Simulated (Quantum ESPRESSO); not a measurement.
# VClO: which magnetic order is lowest, part 2 of 2

Aim: find out which collinear order of VClO costs least.

Quantum ESPRESSO 7.5; LDA with U = 3.2 eV on V d (ortho-atomic projectors); plane waves with GBRV 1.5 LDA potentials, no spin-orbit coupling.

So far, absolute magnetization (μB): step 2 (run 1, typed as ferro ++) 4.18.

**3. Run 2, typed as antiferro +−**

Contents of pw.in:

```
&CONTROL
  calculation = 'scf'
  prefix = 'pwscf'
  outdir = './tmp'
  pseudo_dir = './pseudo'
  disk_io = 'nowf'
/
&SYSTEM
  ibrav = 0
  nat = 6
  ntyp = 4
  ecutwfc = 40
  ecutrho = 280
  nbnd = 36
  occupations = 'smearing'
  smearing = 'fd'
  degauss = 0.00367493
  nspin = 2
  starting_magnetization(1) = 0.1538
  starting_magnetization(2) = -0.1538
  starting_magnetization(3) = 0
  starting_magnetization(4) = 0
/
&ELECTRONS
  conv_thr = 1.2d-08
  electron_maxstep = 150
  mixing_beta = 0.3
/
ATOMIC_SPECIES
V1     50.9415 v_lda_v1.4.uspp.F.UPF
V2     50.9415 v_lda_v1.4.uspp.F.UPF
Cl     35.4500 cl_lda_v1.4.uspp.F.UPF
O      15.9990 o_lda_v1.2.uspp.F.UPF
CELL_PARAMETERS angstrom
   3.3000000000    0.0000000000    0.0000000000
   0.0000000000    3.7800000000    0.0000000000
   0.0000000000    0.0000000000    7.9100000000
ATOMIC_POSITIONS crystal
V1      0.0000000000    0.5000000000    0.1148000000
V2      0.5000000000    0.0000000000    0.8852000000
Cl      0.5000000000    0.5000000000    0.3279000000
Cl      0.0000000000    0.0000000000    0.6721000000
O       0.5000000000    0.5000000000    0.9542000000
O       0.0000000000    0.0000000000    0.0458000000
K_POINTS automatic
6 6 6 0 0 0
HUBBARD {ortho-atomic}
U V1-3d 3.2000
U V2-3d 3.2000
```

Launch:

```sh
OMP_NUM_THREADS=1 mpirun -n 4 pw.x -nk 4 -in pw.in > pw.out
```

Log:

```text
[banner, memory and clock lines left out]
Program PWSCF v.7.5 starts

     Message from routine setup:
     using ibrav=0 with symmetry is DISCOURAGED, use correct ibrav instead

     bravais-lattice index     =            0
     lattice parameter (alat)  =       6.2361  a.u.
     unit-cell volume          =     665.8537 (a.u.)^3
     number of atoms/cell      =            6
     number of atomic types    =            4
     number of electrons       =        52.00
     number of Kohn-Sham states=           36
     kinetic-energy cutoff     =      40.0000  Ry
     charge density cutoff     =     280.0000  Ry
     scf convergence threshold =      1.2E-08
     mixing beta               =       0.3000
     number of iterations used =            8  plain     mixing
     Exchange-correlation= SLA  PZ   NOGX NOGC
                           (   1   1   0   0   0   0   0)
     Hubbard projectors: ortho-atomic
     Hubbard parameters of DFT+U (Dudarev formulation) in eV:
     U(V1-3d) =  3.2000
     U(V2-3d) =  3.2000

     Internal variables: lda_plus_u =T, lda_plus_u_kind = 0

     Internal variables: orbital_resolved =F, hub_pot_fix =F, apply_U = F

     celldm(1)=   6.236096  celldm(2)=   0.000000  celldm(3)=   0.000000
     celldm(4)=   0.000000  celldm(5)=   0.000000  celldm(6)=   0.000000

     crystal axes: (cart. coord. in units of alat)
               a(1) = (   1.000000   0.000000   0.000000 )
               a(2) = (   0.000000   1.145455   0.000000 )
               a(3) = (   0.000000   0.000000   2.396970 )

     reciprocal axes: (cart. coord. in units 2 pi/alat)
               b(1) = (  1.000000  0.000000  0.000000 )
               b(2) = (  0.000000  0.873016  0.000000 )
               b(3) = (  0.000000  0.000000  0.417193 )

     PseudoPot. # 1 for V  read from file:
     v_lda_v1.4.uspp.F.UPF
     Pseudo is Ultrasoft + core correction, Zval = 13.0

     PseudoPot. # 2 for V  read from file:
     v_lda_v1.4.uspp.F.UPF
     Pseudo is Ultrasoft + core correction, Zval = 13.0

     PseudoPot. # 3 for Cl read from file:
     cl_lda_v1.4.uspp.F.UPF
     Pseudo is Ultrasoft + core correction, Zval =  7.0

     PseudoPot. # 4 for O  read from file:
     o_lda_v1.2.uspp.F.UPF
     Pseudo is Ultrasoft + core correction, Zval =  6.0

     atomic species   valence    mass     pseudopotential
     V1               13.00    50.94150     V ( 1.00)
     V2               13.00    50.94150     V ( 1.00)
     Cl                7.00    35.45000     Cl( 1.00)
     O                 6.00    15.99900     O ( 1.00)

     Starting magnetic structure
     atomic species   magnetization
     V1              0.154
     V2             -0.154
     Cl              0.000
     O               0.000

      4 Sym. Ops. (no inversion) found

   Cartesian axes

     site n.     atom                  positions (alat units)
         1        V1     tau(   1) = (   0.0000000   0.5727273   0.2751721  )
         2        V2     tau(   2) = (   0.5000000   0.0000000   2.1217976  )
         3        Cl     tau(   3) = (   0.5000000   0.5727273   0.7859664  )
         4        Cl     tau(   4) = (   0.0000000   0.0000000   1.6110033  )
         5        O      tau(   5) = (   0.5000000   0.5727273   2.2871885  )
         6        O      tau(   6) = (   0.0000000   0.0000000   0.1097812  )

     number of k points=    64  Fermi-Dirac smearing, width (Ry)=  0.0037
                       cart. coord. in units 2pi/alat
        k(    1) = (   0.0000000   0.0000000   0.0000000), wk =   0.0046296
        k(    2) = (   0.0000000   0.0000000   0.0695322), wk =   0.0092593
        k(    3) = (   0.0000000   0.0000000   0.1390645), wk =   0.0092593
        k(    4) = (   0.0000000   0.0000000  -0.2085967), wk =   0.0046296
        k(    5) = (   0.0000000   0.1455026   0.0000000), wk =   0.0092593
        [... 59 further k-points ...]

     Dense  grid:    52689 G-vectors     FFT dimensions: (  36,  40,  80)

     Smooth grid:    22757 G-vectors     FFT dimensions: (  25,  30,  64)

     Check: negative core charge=   -0.000002
     Generating pointlists ...
     new r_m :   0.2459 (alat units)  1.5335 (a.u.) for type    1
     new r_m :   0.2459 (alat units)  1.5335 (a.u.) for type    2
     new r_m :   0.2948 (alat units)  1.8387 (a.u.) for type    3
     new r_m :   0.2459 (alat units)  1.5335 (a.u.) for type    4

     Initial potential from superposition of free atoms

     starting charge      51.9979, renormalised to      52.0000

     negative rho (up, down):  1.480E-02 1.480E-02

     STARTING HUBBARD OCCUPATIONS:

     =================== HUBBARD OCCUPATIONS ===================
     ------------------------ ATOM    1 ------------------------
     Tr[ns(  1)] (up, down, total) =   3.00000  0.00000  3.00000
     Atomic magnetic moment for atom   1 =   3.00000
     [... lines left out ...]
     ------------------------ ATOM    2 ------------------------
     Tr[ns(  2)] (up, down, total) =   0.00000  3.00000  3.00000
     Atomic magnetic moment for atom   2 =  -3.00000
     [... lines left out ...]
     Number of occupied Hubbard levels =    6.0000

     Atomic wfc used for Hubbard projectors are orthogonalized

     Starting wfcs are   36 randomized atomic wfcs

     Self-consistent Calculation

     iteration #  1     ecut=    40.00 Ry     beta= 0.30
     Davidson diagonalization with overlap
     ethr =  1.00E-02,  avg # of iterations =  5.0

     =================== HUBBARD OCCUPATIONS ===================
     ------------------------ ATOM    1 ------------------------
     Tr[ns(  1)] (up, down, total) =   2.60986  0.45820  3.06806
     Atomic magnetic moment for atom   1 =   2.15165
     [... lines left out ...]
     ------------------------ ATOM    2 ------------------------
     Tr[ns(  2)] (up, down, total) =   0.45821  2.60853  3.06674
     Atomic magnetic moment for atom   2 =  -2.15032
     [... lines left out ...]
     Number of occupied Hubbard levels =    6.1348

     negative rho (up, down):  1.500E-02 1.500E-02

     total energy              =    -421.16517226 Ry
     estimated scf accuracy    <       1.16401107 Ry

     total magnetization       =     0.00 Bohr mag/cell
     absolute magnetization    =     4.52 Bohr mag/cell

     iteration #  2     ecut=    40.00 Ry     beta= 0.30
     Davidson diagonalization with overlap
     ethr =  2.24E-03,  avg # of iterations =  2.0

     negative rho (up, down):  1.504E-02 1.504E-02

     total energy              =    -421.43523133 Ry
     estimated scf accuracy    <       0.11191338 Ry

     total magnetization       =    -0.00 Bohr mag/cell
     absolute magnetization    =     4.35 Bohr mag/cell

     [... further iterations left out ...]

     iteration # 14     ecut=    40.00 Ry     beta= 0.30
     Davidson diagonalization with overlap
     ethr =  8.90E-11,  avg # of iterations =  1.2

     negative rho (up, down):  1.524E-02 1.524E-02

     total energy              =    -421.48111938 Ry
     estimated scf accuracy    <       0.00000001 Ry

     total magnetization       =     0.00 Bohr mag/cell
     absolute magnetization    =     4.13 Bohr mag/cell

     iteration # 15     ecut=    40.00 Ry     beta= 0.30
     Davidson diagonalization with overlap
     ethr =  2.69E-11,  avg # of iterations =  2.0

     negative rho (up, down):  1.524E-02 1.524E-02

     Magnetic moment per site  (integrated on atomic sphere of radius R)
     atom   1 (R=0.246)  charge=  9.7180  magn=  1.5091
     atom   2 (R=0.246)  charge=  9.7180  magn= -1.5091
     atom   3 (R=0.295)  charge=  5.1342  magn= -0.0107
     atom   4 (R=0.295)  charge=  5.1342  magn=  0.0107
     atom   5 (R=0.246)  charge=  5.4626  magn=  0.0085
     atom   6 (R=0.246)  charge=  5.4626  magn= -0.0085

     End of self-consistent calculation

     =================== HUBBARD OCCUPATIONS ===================
     ------------------------ ATOM    1 ------------------------
     Tr[ns(  1)] (up, down, total) =   2.66199  0.68801  3.35000
     Atomic magnetic moment for atom   1 =   1.97397
     [... lines left out ...]
     ------------------------ ATOM    2 ------------------------
     Tr[ns(  2)] (up, down, total) =   0.68801  2.66199  3.35000
     Atomic magnetic moment for atom   2 =  -1.97397
     [... lines left out ...]
     Number of occupied Hubbard levels =    6.7000

     Number of k-points >= 100: set verbosity='high' to print the bands.

     the Fermi energy is     6.9436 ev

!    total energy              =    -421.48111938 Ry
     estimated scf accuracy    <          1.5E-09 Ry
     smearing contrib. (-TS)   =      -0.00000006 Ry
     internal energy E=F+TS    =    -421.48111933 Ry

     The total energy is F=E-TS. E is the sum of the following terms:
     one-electron contribution =    -379.72969340 Ry
     hartree contribution      =     207.60543072 Ry
     xc contribution           =     -72.05373721 Ry
     ewald contribution        =    -177.56304860 Ry
     Hubbard energy            =       0.25992916 Ry

     total magnetization       =     0.00 Bohr mag/cell
     absolute magnetization    =     4.13 Bohr mag/cell

     convergence has been achieved in  15 iterations
```

Elapsed: 54 s, on 4 MPI ranks of Intel Xeon Platinum 8488C (Sapphire Rapids), shared host; peak memory 0.86 GiB; 3.6 min of CPU time.

Spin moment in the atom's sphere by atom:

```csv
atom,spin moment in the atom's sphere (μB)
V1,1.51
V2,-1.51
Cl3,-0.01
Cl4,0.01
O5,0.01
O6,-0.01
```

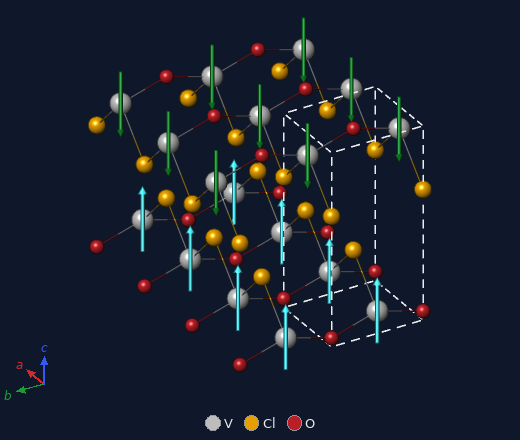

Spin moment in the atom's sphere as arrows, the longest 1.51 μB. Up and down stand for the sign. Arrows give size and sign along the axis of quantisation, drawn up and down the page. The two directions have two colours. 3×2×1 cells are drawn. Some periodic images of atoms are drawn too.

Read from the output:

| Property | Result |
| --- | --- |
| smearing term TS | 7.88e-7 eV |
| magnetization | 0 μB |
| absolute magnetization | 4.128 μB |
| final state | antiferromagnetic |

**4. Ranking**

An order is kept where moments of 0.15 μB or more survive with the typed signs; meshes match where a doubled cell samples the same k points as the first cell.

Orders:

```csv
start,final state,typed order kept,energy over the lowest (meV a seeded atom),largest site moment (μB),net moment (μB a cell of the first run),mesh matched,CPU time (s)
ferro ++,ferromagnetic,yes,0,1.535,4,yes,209.1
antiferro +-,antiferromagnetic,yes,19.33,1.509,0,yes,215.6
```

**5. Occupations of the corrected shells in the lowest state**

Occupations of the Hubbard shells:

```csv
block,type,shell,spin,electrons,occupation numbers
1,V,3d,up,2.681,0.146 0.272 0.285 0.988 0.990
1,V,3d,down,0.673,0.069 0.077 0.105 0.207 0.215
2,V,3d,up,2.681,0.146 0.272 0.285 0.988 0.990
2,V,3d,down,0.673,0.069 0.077 0.105 0.207 0.215
```

**6. Summary of results**

| Item | Value |
| --- | --- |
| lowest state found | ferromagnetic (from ferro ++) |
| largest site moment | 1.53 μB |
| next state with moments | antiferromagnetic, 19.3 meV a seeded atom higher |

What this shows: This is the lowest of 2 collinear or spinless starts, no proof of the ground state.

[Logs and program files are shortened in this print: banners, set-up blocks, solver, clock and traceback lines can be left out without a mark of their own.]

[Logs are printed without paths, hosts, clocks, repeated set-up lines and the standing remarks that a program may print on its own settings, such as how far it seeks lower states.]

[Hosts, paths, dates, database ids (printed as entryN), source tags and the programs' standing remarks are cut or masked in the printed files.]

[Where a cell is said to come from a database of computed structures, the database is the Materials Project.]
